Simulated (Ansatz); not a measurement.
**Run report: TiH₂ClO₂F₂, frequency calculation**

TiH₂ClO₂F₂, multiplicity 2, computed with UKS PBE/def2-SVP (Ansatz 0.2.0).

It belongs to a series of runs on one base structure; here: vibrations at the highest image of the band. Figures and captions count atoms from 1; the log counts them from 0 in places.

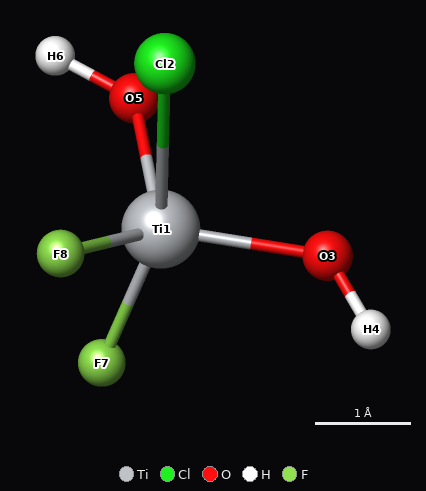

**Figure 1.** The input geometry (ball-and-stick view, seen at an oblique angle; atoms are numbered from 1 in the order of the input). Sticks mark near contacts. Bond lengths as drawn: Cl–Ti 2.78 Å, F–Ti 1.76 to 1.85 Å, H–O 0.97 to 0.98 Å and O–Ti 1.78 Å.

**The input**
```yaml
crystal:
  periodic: [false, false, false]
  atoms:
    - { symbol: Ti, position_ang: [0.023505, -0.201262, 0.294811] }
    - { symbol: Cl, position_ang: [-0.217052, 1.146573, 2.719382] }
    - { symbol: O, position_ang: [1.664191, 0.444797, 0.033454] }
    - { symbol: H, position_ang: [2.513086, -0.016755, 0.16393] }
    - { symbol: O, position_ang: [-1.149332, 0.920597, -0.439555] }
    - { symbol: H, position_ang: [-2.123462, 0.896807, -0.431225] }
    - { symbol: F, position_ang: [-0.045231, -1.65878, -0.688938] }
    - { symbol: F, position_ang: [-0.356503, -1.074679, 1.882241] }
magnetization:
  spin_polarized: true
  initial_magnetization: 1
basis:
  gaussian: { orbitals: def2-SVP }
hamiltonian:
  xc: pbe
phonons: {}
```

Run as:
```bash
ansatz run input.yaml --threads 4 --pin off --max-ram 5120MiB --backend cpu --events-out ev --progress --plain --runs-dir out
```

**Output**
```
Engine: ansatz 0.2.0, aarch64-unknown-linux-gnu
Functional definition: PBE
  parameter kappa = 0.804
  parameter beta = 0.06672455060314922
  exchange = pbe_x(kappa = kappa, mu = beta*pi^2/3)
  correlation = pbe_c(beta = beta)
1273 factors; their error is unknown
mean field evaluation 1: about -45153.4827 eV, gradient 6.7e1 eV
mean field evaluation 2: about -44664.4417 eV, gradient 3.2e2 eV
mean field evaluation 4: about -45153.9341 eV, gradient 6.3e1 eV
mean field evaluation 8: about -45169.2946 eV, gradient 1.4e0 eV
mean field evaluation 16: about -45169.2550 eV, gradient 2.4e-3 eV
mean field evaluation 32: about -45169.2274 eV, gradient 2.4e0 eV
mean field -45169.25496126 eV, -1659.9395030056 hartree, gradient 2.6e-5 eV, S^2 0.751946; 6 other end points of the search recorded, 0 dependent functions left out
the calculation of the forces begins
reference -45169.25506468 eV, -1659.9395068061 hartree; 38, 37 occupied and 77, 78 virtual orbitals, 1273 factors
these checks for a lower state are left out or cut short: stability, starts, cluster_reference, orbital_swaps, neighbouring_geometries, increment
1273 factors; their error is unknown
mean field -45169.25480972 eV, -1659.9394974365 hartree, gradient 2.1e-6 eV, S^2 0.751947; 0 other end points of the search recorded, 0 dependent functions left out
[... from here on the field's lines of each further geometry are left out, up to the last ...]
the calculation of the forces begins
reference -45169.25498807 eV, -1659.9395039910 hartree; 38, 37 occupied and 77, 78 virtual orbitals, 1273 factors
these checks for a lower state are left out or cut short: stability, starts, cluster_reference, orbital_swaps, neighbouring_geometries, increment
1273 factors; their error is unknown
mean field -45169.25496006 eV, -1659.9395029614 hartree, gradient 2.2e-6 eV, S^2 0.751942; 0 other end points of the search recorded, 0 dependent functions left out
the calculation of the forces begins
reference -45169.25506347 eV, -1659.9395067617 hartree; 38, 37 occupied and 77, 78 virtual orbitals, 1273 factors
WARN: phonons: modes at or below zero, which the zero-point energy, F, S and C_V leave out: 1, the lowest at -58.15 cm⁻¹. A minimum has none, and a first-order saddle one
Total energy: -45169.25506468 eV, -1659.9395068061 hartree
Atom 0 at     0.023505    -0.201262     0.294811 Å, force    -0.004436    -0.017278     0.014025 eV/Å
Atom 1 at    -0.217052     1.146573     2.719382 Å, force    -0.000443     0.003414     0.002589 eV/Å
Atom 2 at     1.664191     0.444797     0.033454 Å, force     0.000733     0.000557     0.003251 eV/Å
Atom 3 at     2.513086    -0.016755     0.163930 Å, force    -0.002585     0.000075    -0.000374 eV/Å
Atom 4 at    -1.149332     0.920597    -0.439555 Å, force     0.002156     0.006208    -0.011444 eV/Å
Atom 5 at    -2.123462     0.896807    -0.431225 Å, force    -0.001297    -0.002322     0.007425 eV/Å
Atom 6 at    -0.045231    -1.658780    -0.688938 Å, force     0.000278     0.002156    -0.000333 eV/Å
Atom 7 at    -0.356503    -1.074679     1.882241 Å, force     0.005593     0.007190    -0.015139 eV/Å
Dipole moment:     0.001240     0.063747    -0.043479 e Å
Vibrations: -58.15 72.18 91.37 132.57 153.84 170.31 229.08 243.26 248.85 297.17 415.58 493.57 582.78 728.84 760.77 815.33 3749.54 3758.07 cm⁻¹, zero-point energy 0.802370 eV
```

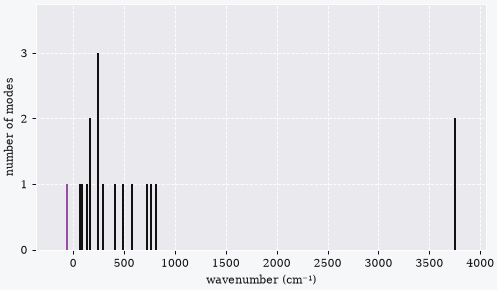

**Figure 2.** Harmonic vibrational wavenumbers from the force constants; neighbouring modes closer than 17 cm⁻¹ are counted in one stick, and imaginary ones are drawn at negative wavenumbers. 18 modes from 58i to 3758 cm⁻¹, 1 imaginary beyond 8i (58i cm⁻¹): not a clean minimum; so soft a mode can be a shallow saddle, an incomplete relaxation or noise of the force constants.

**Key numbers**

| quantity | value |
| --- | --- |
| outcome | converged |
| total energy | −45169.2551 eV |
| mean-field energy | −45169.2551 eV |
| ⟨S²⟩ | 0.752 |
| largest force (length of the vector) | 0.023 eV/Å |
| hardware | 4 threads of Arm Neoverse V2, 24 GiB of memory available, shared host |
| wall time | 58 s (CPU time 3.7 min) |
| peak memory | 0.25 GiB |
